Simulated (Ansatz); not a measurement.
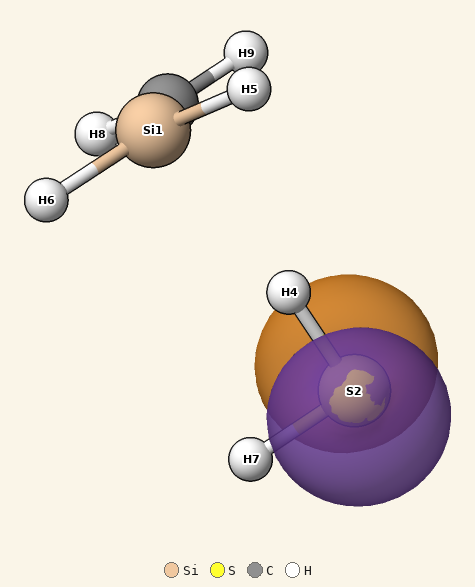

Figure 1: CH$_{4}$Si···H$_{2}$S. The HOMO−1 at ±0.2 Å⁻³ᐟ² (orange and purple are the two phases), seen at an oblique angle.

The calculation used Ansatz, RKS PBE0-D4/6-31G*.

The calculation's input:

```
crystal:
  periodic: [false, false, false]
  atoms:
    - { symbol: Si, position_ang: [-0.976614, 0.551018, 0.591067] }
    - { symbol: S, position_ang: [1.319014, 0.498962, -2.004363] }
    - { symbol: C, position_ang: [-0.405486, -1.041121, 0.833949] }
    - { symbol: H, position_ang: [0.765031, -0.373957, -1.122048] }
    - { symbol: H, position_ang: [-2.152639, 0.858493, -0.253644] }
    - { symbol: H, position_ang: [-0.289889, 1.732551, 1.161965] }
    - { symbol: H, position_ang: [2.197187, 0.941599, -1.086832] }
    - { symbol: H, position_ang: [0.454476, -1.25878, 1.462116] }
    - { symbol: H, position_ang: [-0.910982, -1.908863, 0.41789] }
basis:
  gaussian: { orbitals: "6-31G*" }
hamiltonian:
  xc: pbe0
  dispersion: d4
relax:
  f_tol: 0.03
  max_steps: 50
output:
  orbitals: {}
```

Command:

```sh
ansatz run input.yaml --threads 1 --pin off --max-ram 2048MiB --backend cpu --events-out ev --progress --plain --runs-dir out
```

The fields are those of the relaxed geometry.

### What is the character of this orbital?

Its weight (Hirshfeld) is mainly on S2 (about 90 %); largely a lone pair of S2. Its energy is −7.06 eV.
